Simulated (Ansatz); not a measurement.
# Time against size: Σ11 (332)[1-10] symmetric tilt boundary in Li (160 atoms) repeated, support functions

The cell holds 160 atoms: 160 Li. Cell: a = 9.928 Å, b = 11.641 Å, c = 33.127 Å, α = 90.0°, β = 90.0°, γ = 90.0°. It derives from Li (bcc). Bcc Li (a = 3.51 Å); two grains mirrored in (332), tilt axis [1-10], misorientation 129.52 deg; 2 x 2 boundary periods, 1 lattice periods a grain, two boundaries a cell, upper grain shifted by [0.214, 0.403] of the boundary cell and opened by 0.1 Å, one atom of each pair nearer than 2.493 Å removed; not relaxed, displaced by a Gaussian of 0.02 Å. Regions: lower grain, 88 atoms (88 Li); upper grain, 72 atoms (72 Li).

Calculated with Ansatz 0.2.0: Kohn-Sham DFT, revPBE, PAW (set soft_2), localised support functions (medium); the typed cell is repeated and solved at Γ on 1 × NVIDIA H100 80GB HBM3 with 6 threads of AMD EPYC 7R13 (Zen 3), shared host.

```
atoms  wall time divided by the number of SCF cycles (s)  repeats  SCF cycles
  160                                             0.3271    1×1×1          14
  320                                             0.5567    2×1×1          15
  640                                              1.008    2×2×1          14
 1440                                                  ?        ?           ?
 2560                                              3.952    4×4×1          17
```

Task: Fit a power law of the atom count to the rows given and interpolate to the withheld row.

**Working.**

A power law y = A x^b is a line in u = ln x and v = ln y.

| u = ln x | v = ln y |
| --- | --- |
| 5.07517 | -1.11736 |
| 5.76832 | -0.585789 |
| 6.46147 | 0.00782644 |
| 7.84776 | 1.37416 |

With n = 4: mean u = 6.28818, mean v = -0.0802896, Σ(u − ū)² = 4.2040, Σ(u − ū)(v − v̄) = 3.8044. Slope b = 3.8044 / 4.2040 = 0.90495; intercept a = v̄ − b ū = -5.7708.

At the withheld row u = 7.272, v = a + b u = 0.8104, and y = exp(v).

Prediction at 1440: 2.249 s. The run gave 1.751 s, so the fit is high by 0.50 s (28 % of the value).

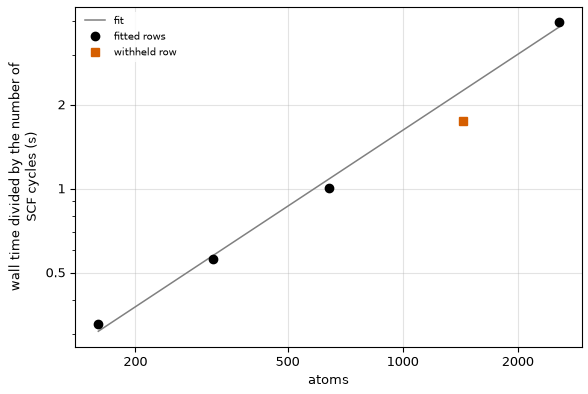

The fit, the rows that it rests on and the withheld row.

The fitted exponent is 0.90. Between neighbouring rows, the withheld one included, the exponents are 0.77, 0.86, 0.68 and 1.4, so one power law doesn't hold over the range. Among the rows given, the largest relative miss of the fit is at 640, by 0.072 s (7.1 %).

Limits: One run a row; fixed overheads weigh on the small cells.

[Logs are printed without paths, hosts, clocks, repeated set-up lines and the standing remarks that a program may print on its own settings, such as how far it seeks lower states.]

[Hosts, paths, dates, database ids (printed as entryN), source tags and the programs' standing remarks are cut or masked in the printed files.]
